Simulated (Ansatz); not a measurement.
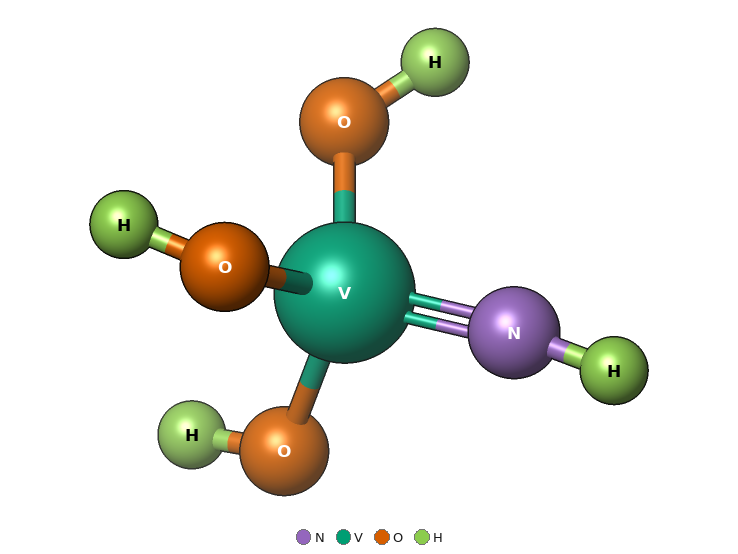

Rendered structure (ball-and-stick style). Double and triple bonds are drawn as two and three sticks.

Charge 0, singlet. The computed structure is the end point of a PBE0-D4/def2-TZVP optimisation.

Description:

Formula H₄NO₃V. As SMILES it reads `[NH]=[V]([OH])([OH])[OH]`. This geometry has Cs symmetry. Coordination: 1 N linear; 1 V tetrahedral; 3 O bent.

More results for the same structure follow; atom numbers are the same in all pictures, views and colours differ.

### Shape

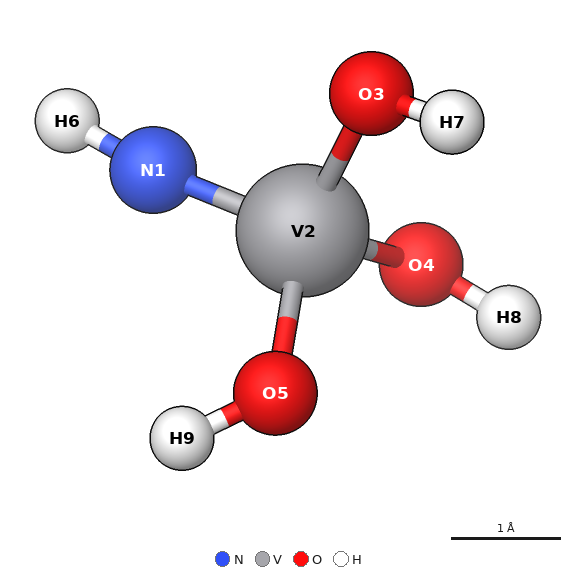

What are the angles V2–N1–H6, N1–V2–O3, N1–V2–O5, O3–V2–O4, O3–V2–O5, V2–O3–H7, V2–O5–H9?

```csv
angle,degrees
V2–N1–H6,172.2
N1–V2–O3,107.0
N1–V2–O5,111.6
O3–V2–O4,112.3
O3–V2–O5,109.5
V2–O3–H7,115.7
V2–O5–H9,123.3
```

### Electronic properties

Properties computed with RKS r2SCAN-D4/def2-TZVPP (Ansatz 0.2.0).

Computed properties:

- dipole moment: 1.61 D
- HOMO energy (Kohn–Sham orbital): −6.93 eV
- LUMO energy (Kohn–Sham orbital): −2.79 eV
- HOMO–LUMO gap: 4.13 eV
- dispersion correction: −4.1 kJ/mol

### Vibrations

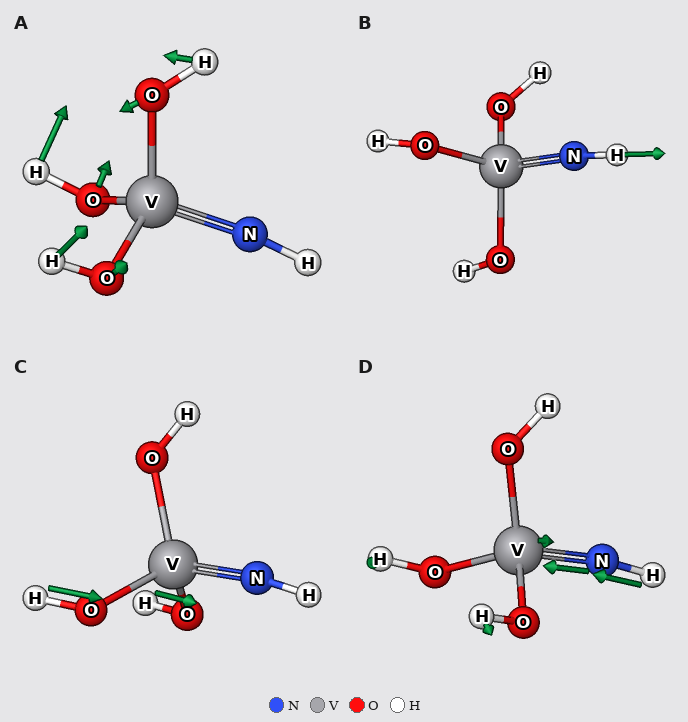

4 normal modes of one molecule or complex, as arrows. Harmonic vibrations computed with RKS PBE0-D4/def2-TZVP (Ansatz 0.2.0) at a stationary point of the same level.

> Match the panels to the wavenumbers 215 cm⁻¹, 1110 cm⁻¹, 3635 cm⁻¹, 3850 cm⁻¹.

A: 215 cm⁻¹
B: 3635 cm⁻¹, N–H stretching
C: 3850 cm⁻¹, in-phase stretching of 2 O–H bonds
D: 1110 cm⁻¹, V–N stretching

### Charges

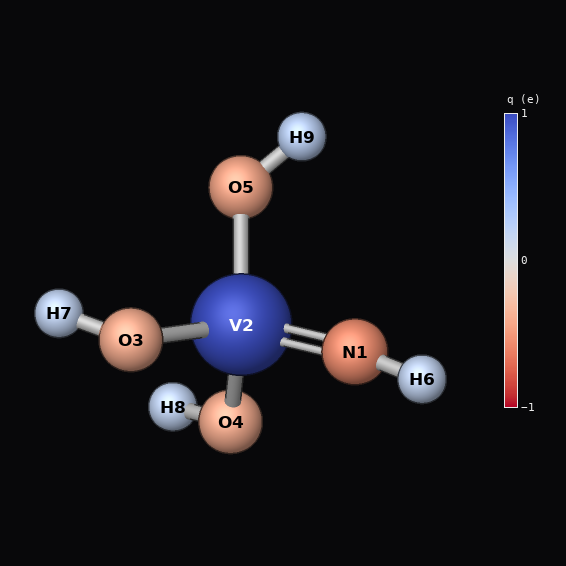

Atoms are coloured by their Mulliken charges. Method: RKS PBE-D4/def2-TZVPP (Ansatz 0.2.0).

> Which atom carries the highest charge (most positive or least negative)?

V2 (0.99 e).

> And the lowest?

N1 (−0.55 e).

Give the Mulliken charges atom by atom.

```
atom  value (e)
  N1      −0.55
  V2       0.99
  O3      −0.39
  O4      −0.39
  O5      −0.42
  H6       0.18
  H7       0.18
  H8       0.18
  H9       0.22
```

Mulliken values depend strongly on the basis set and can even reverse the polarity of a bond.
